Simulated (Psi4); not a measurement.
**HF/def2-SVP (core potential) run of InNH4 (SMILES [NH2][InH2])**

What is the vertical singlet–triplet gap of InNH4 at HF/def2-SVP (core potential)? 

The results are computed with Psi4 1.11.

17 further runs of the same task are left out: 16 that didn't finish, 1 set aside as unsound or not needed.

## 1. Starting point

The species is InNH4 (6 atoms), meant as a singlet with charge 0. As SMILES, `[NH2][InH2]`. The shape is that of a PBE0-D4/def2-TZVP optimisation.

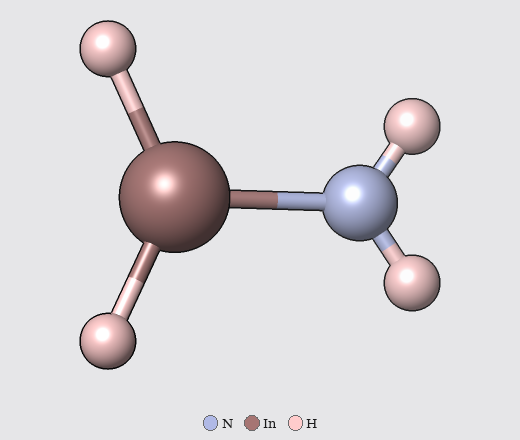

The structure, seen from a chosen angle (nitrogen light blue, indium brown, hydrogen pink).

## 2. The energy at HF/def2-SVP (core potential)

File input.inp:

```
memory 2200 MB

molecule m {
  0 1
  N     -0.17423275    -2.00405456     0.06916398
  In     0.18009090     1.76859468    -0.09127377
  H     -1.13005622    -2.93455570     1.42371966
  H      0.58940558    -3.20743215    -1.18920465
  H      1.91334770     2.87332857    -2.59024760
  H     -1.29899774     3.38317668     2.29053704
  units bohr
  symmetry c1
  no_reorient
  no_com
}

set basis def2-SVP
set puream true
set e_convergence 1e-09
set d_convergence 1e-08
set scf_type pk

e, wfn = energy("scf", return_wfn=True)
oeprop(wfn, "MAYER_INDICES", "LOWDIN_CHARGES", "WIBERG_LOWDIN_INDICES")
print_variables()
```

Command:

```console
$ psi4 input.inp input.out -n 1
```

input.out:

```text
[...]
    !!!  WARNING: ECP capability is in beta. Please check occupations closely.  !!!
[...]
  Running in c1 symmetry.
[...]
  Nuclear repulsion =   70.741603796292011
[...]
  Multiplicity = 1
[...]
  Nalpha       = 16
  Nbeta        = 16
[...]
    Number of basis functions: 60
[...]
   @RHF iter   1:  -245.78901934767237   -1.52735e+00   8.53046e-03 DIIS/ADIIS
[...]
   @RHF iter  11:  -245.91295112193703   -1.16529e-12   2.01120e-09 DIIS
[...]
    Orbital Energies [Eh]
    ---------------------
    Doubly Occupied:
       1A    -15.514005     2A     -5.374929     3A     -3.635956
       4A     -3.627850     5A     -3.627775     6A     -1.085690
       7A     -1.022778     8A     -1.018348     9A     -1.016368
      10A     -1.014616    11A     -0.995188    12A     -0.616201
      13A     -0.570697    14A     -0.444374    15A     -0.408711
      16A     -0.370819
[...]
  @RHF Final Energy:  -245.91295112193703
   => Energetics <=
    Nuclear Repulsion Energy =             70.7416037962920115
    One-Electron Energy =                -552.6204988657652848
    Two-Electron Energy =                 235.9659439475362603
    Total Energy =                       -245.9129511219370272
[...]
 Multipole Moments:
 ------------------------------------------------------------------------------------
     Multipole            Electronic (a.u.)      Nuclear  (a.u.)        Total (a.u.)
 ------------------------------------------------------------------------------------
 L = 1.  Multiply by 2.5417464519 to convert [e a0] to [Debye]
 Dipole X            :         -2.6431656            2.6359790           -0.0071867
 Dipole Y            :        -23.3320530           23.2266238           -0.1054293
 Dipole Z            :          1.5044426           -1.4977969            0.0066458
 Magnitude           :                                                    0.1058827
[...]
```

Wall time 3.3 s (1 thread of Intel Xeon Platinum 8259CL at 2.50GHz (Skylake/Cascade Lake), shared host); peak memory 0.21 GiB.

## 3. The triplet: energy and gradient at UHF/def2-SVP (core potential)

File job.in:

```
memory 2200 mb

molecule molecule1 {
  0 3
  N     -0.092200    -1.060500     0.036600
  In     0.095300     0.935900    -0.048300
  H     -0.598000    -1.552900     0.753400
  H      0.311900    -1.697300    -0.629300
  H      1.012500     1.520500    -1.370700
  H     -0.687400     1.790300     1.212100
  symmetry c1
}

set {
  basis def2-SVP
  reference uhf
  puream true
  e_convergence 1e-09
  d_convergence 1e-08
  scf_type pk
  maxiter 100
}

result, w = gradient("scf", return_wfn=True)
```

Command:

```console
$ psi4 job.in job.out -n 1
```

job.out (excerpt; [...] marks lines left out):

```text
[...]
    !!!  WARNING: ECP capability is in beta. Please check occupations closely.  !!!
[...]
  Running in c1 symmetry.
[...]
  Nuclear repulsion =   70.741603805927312
[...]
  Multiplicity = 3
[...]
  Nalpha       = 17
  Nbeta        = 15
[...]
    Number of basis functions: 60
[...]
   @UHF iter   1:  -245.55052692200195   -1.23445e+00   8.85573e-03 DIIS/ADIIS
[...]
   @UHF iter  27:  -245.69912424206058    1.49328e-10   9.18724e-09 DIIS
[...]
   @S^2 Observed:                2.080387695E+00
[...]
  @UHF Final Energy:  -245.69912424206058
   => Energetics <=
    Nuclear Repulsion Energy =             70.7416038059273120
    One-Electron Energy =                -551.9645339665612482
    Two-Electron Energy =                 235.5238059185733732
    Total Energy =                       -245.6991242420605772
  UHF NO Occupations:
  HONO-2 :   15  A 1.9616533
  HONO-1 :   16  A 1.0000000
[...]
 Multipole Moments:
 ------------------------------------------------------------------------------------
     Multipole            Electronic (a.u.)      Nuclear  (a.u.)        Total (a.u.)
 ------------------------------------------------------------------------------------
 L = 1.  Multiply by 2.5417464519 to convert [e a0] to [Debye]
 Dipole X            :          1.7989202           -1.7757233            0.0231969
 Dipole Y            :         19.4072759          -18.9634003            0.4438756
 Dipole Z            :         -0.8341134            0.8094175           -0.0246959
 Magnitude           :                                                    0.4451668
[...]
  -Total Gradient:
     Atom            X                  Y                   Z
    ------   -----------------  -----------------  -----------------
       1        0.002344144941     0.021656564693    -0.000792104432
       2        0.001509414838     0.029602556136    -0.001650103620
       3       -0.003058422812    -0.001405244306     0.004459386514
       4        0.002718790820    -0.002397655578    -0.004319357809
       5       -0.010055098329    -0.022386564353     0.013759326825
       6        0.006541170541    -0.025069656591    -0.011457147477
[...]
```

Run time: 5.4 s. Hardware: 1 thread of Intel Xeon Platinum 8259CL at 2.50GHz (Skylake/Cascade Lake), shared host; peak memory 0.21 GiB.

## 4. Results

Level: HF/def2-SVP (core potential).

| quantity | value |
| --- | --- |
| singlet: total energy | -245.91295 Eh |
| singlet: dipole moment | 0.27 D |
| singlet: HOMO energy | -10.09 eV |
| singlet: LUMO energy | 1.51 eV |
| singlet: HOMO–LUMO gap | 11.60 eV |
| triplet: total energy | -245.69912 Eh |
| triplet: dipole moment | 1.13 D |
| triplet: HOMO energy (highest over α and β) | -4.55 eV |
| triplet: LUMO energy (lowest over α and β) | -3.41 eV |
| triplet: ⟨S²⟩ | 2.080 |
| triplet: largest force on an atom | 1.527 eV/Å |
| vertical energy of the triplet above the singlet | 5.819 eV |

At this shape the triplet lies 5.82 eV (561 kJ/mol) above the singlet.
